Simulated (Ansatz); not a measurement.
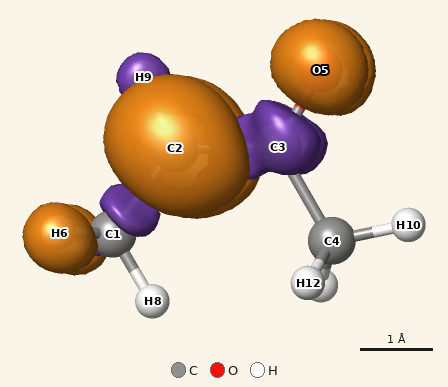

Figure 1: C4H7O (SMILES C[CH]C(C)=O) (doublet). Isosurfaces of the spin density at +0.02 (orange) and −0.02 e/Å³ (purple), seen across its widest extent.

Geometry: PBE0-D3(BJ)/def2-SVP.

Method: Ansatz 0.2.0, isolated molecule in a Gaussian basis; Kohn-Sham density functional theory, functional PBE0.

```yaml
atoms:
  - { symbol: C, position_ang: [-1.2311, -1.4498, -0.6776] }
  - { symbol: C, position_ang: [-1.1855, -0.1690, -1.4174] }
  - { symbol: C, position_ang: [-0.0850, 0.7633, -1.4712] }
  - { symbol: C, position_ang: [1.1887, 0.4568, -0.7125] }
  - { symbol: O, position_ang: [-0.1918, 1.7952, -2.1313] }
  - { symbol: H, position_ang: [-2.0633, -1.4548, 0.0494] }
  - { symbol: H, position_ang: [-1.4311, -2.2933, -1.3628] }
  - { symbol: H, position_ang: [-0.3025, -1.6665, -0.1329] }
  - { symbol: H, position_ang: [-2.0615, 0.1399, -1.9976] }
  - { symbol: H, position_ang: [1.8993, 1.2755, -0.8786] }
  - { symbol: H, position_ang: [1.6406, -0.4884, -1.0525] }
  - { symbol: H, position_ang: [0.9977, 0.3580, 0.3678] }
```

Which atoms carry the spin?

Answer. The unpaired spin (1 electron) lies mostly on C2 (about 0.6) and O5 (about 0.3), in electrons by Hirshfeld's partition.
